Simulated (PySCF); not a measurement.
C$_{3}$H$_{8}$Cl$_{3}$FSi$_{2}$

```xyz
17

F    -0.2422    1.2986    1.1463
C    -0.2512    0.0262    0.6248
Cl   -1.1733   -0.9695    1.8066
C    -0.9737    0.0401   -0.7000
Si   -2.8423    0.4423   -0.5243
Si    1.5426   -0.6949    0.6665
C     2.5298   -0.0140   -0.8393
Cl    4.1520   -0.7366   -0.7935
Cl    2.6523    1.7572   -0.7176
H    -0.8336   -0.9270   -1.1817
H    -0.4791    0.7886   -1.3205
H    -3.0200    1.4555    0.5087
H    -3.5505   -0.7935   -0.1977
H    -3.2781    0.9441   -1.8289
H     2.1960   -0.2267    1.8796
H     1.4412   -2.1420    0.4940
H     2.1232   -0.2365   -1.8246
```

Geometry: GFN2-xTB.

These are results of PBE0/pcSseg-1, SCF density, gas phase, non-relativistic (PySCF), not measurements.

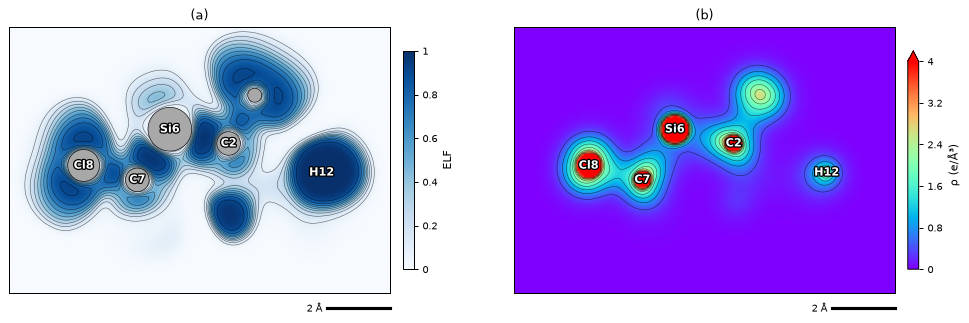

Figure 1. (a) electron localisation function; (b) total electron density on the plane of atoms Si6, C7 and Cl8. Grey discs cover the atomic cores in the ELF map.

Q: Read the bonding off the picture.

A: Atoms in the plane: C, Si, Cl and H. C–Cl (1.78 Å): ρ at the midpoint is about 1.3 e/Å³; the ELF peaks at about 0.90 between the atoms; a covalent bond. C–Si (1.93 Å): ρ is about 0.93 e/Å³ halfway; the ELF peaks at about 1 between the atoms: a covalent bond. The ELF also peaks beside Cl8 and Cl3, away from the bonds: lone-pair regions.

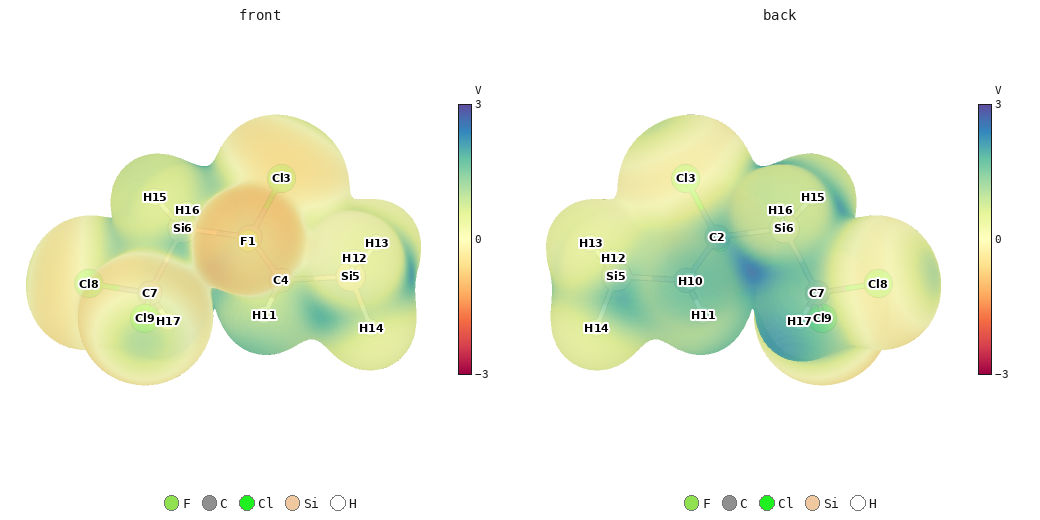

Figure 2. The electrostatic potential painted on the density surface at 0.004 e/bohr³, seen from the front and from behind; red is negative and blue positive.

Q: Describe the electrostatic potential map.

A: The most negative region (about −0.8 V) lies over F1, the most positive (about +2.3 V) over Si6. Cl3 shows a σ-hole: about +0.8 V at the tip opposite its bond, against about −0.1 V on its flanks. Cl8 shows a σ-hole: about +1.0 V at the tip opposite its bond, against about −0.2 V on its flanks. Cl9 shows a σ-hole: about +1.0 V at the tip opposite its bond, against about −0.3 V on its flanks.

Q: What dipole moment does the calculation give?

A: Its dipole moment is 2.30 D.
